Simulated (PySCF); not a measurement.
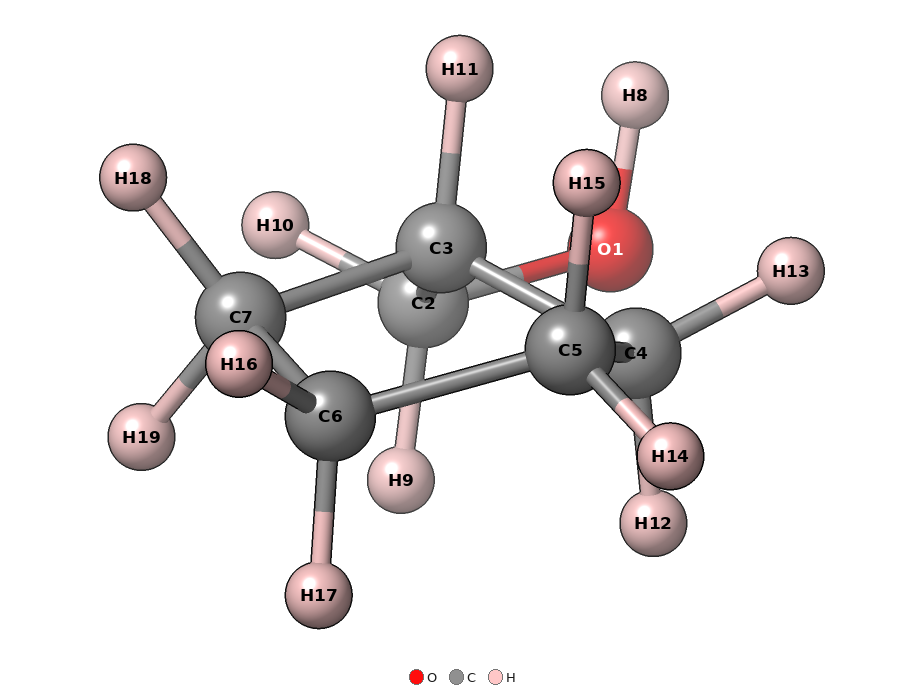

Depth is shown by fading: the farther an atom, the more it takes the colour of the background. The geometry was computed by an optimisation with PBE0-D3(BJ)/def2-SVP. No frequency run is at hand to confirm it as a minimum.

> How is the 5-membered ring C3–C4–C5–C6–C7 puckered?

It is a twist (half-chair). The Cremer–Pople amplitude Q is 0.41 Å.

> Give the torsion angles round the ring, beginning with the bond from its second to its third atom.

42°, −34°, 14°, 12°, −34°.
